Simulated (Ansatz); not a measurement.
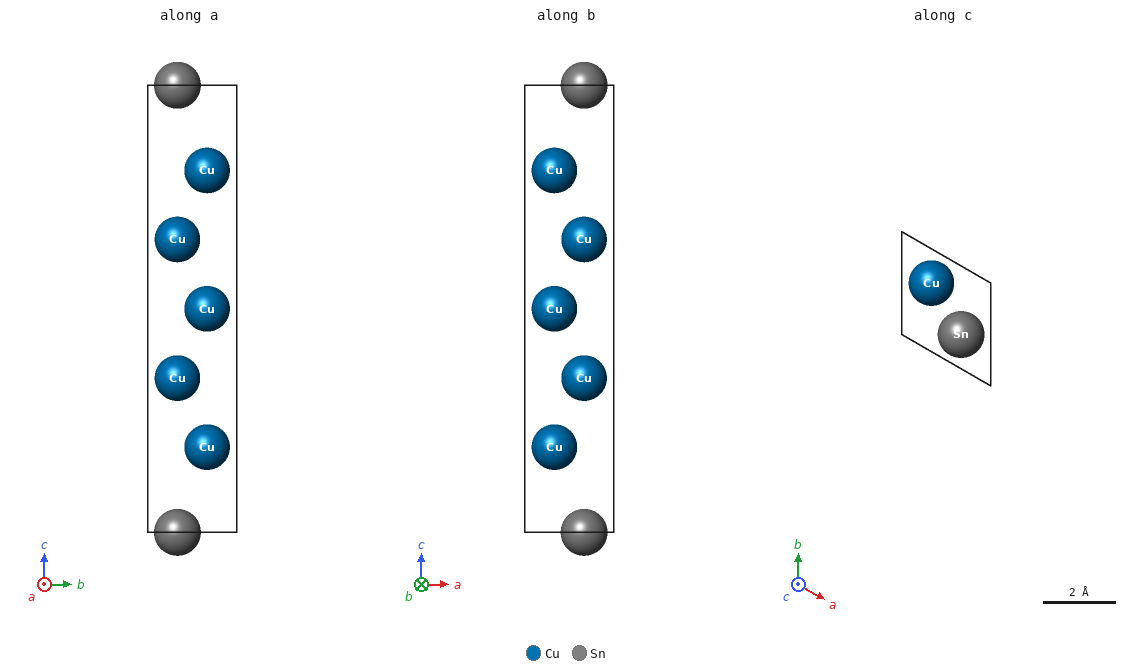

The structure above is drawn in spheres-only style and viewed along the a axis, along the b axis and along the c axis. The conventional unit cell is drawn as a box.

Lattice parameters: a = 2.860 Å, b = 2.860 Å, c = 12.437 Å, α = 90.00°, β = 90.00°, γ = 120.00°.

### Write down what is shown as a table of Wyckoff sites, with free fractional coordinates to two decimals.

Space group P-6m2 (No. 187).
```
atom  site       x       y     z
  Cu    2h  0.3333  0.6667  0.81
  Cu    1d  0.3333  0.6667  0.50
  Cu    2i  0.6667  0.3333  0.34
  Sn    1e  0.6667  0.3333  0.00
```

The structure comes from a structure type filled with these elements by a generator (whether the compound takes this form wasn't checked). Cell shown after relaxation with DFT PBE, scalar-relativistic, plane waves, PAW in Ansatz.
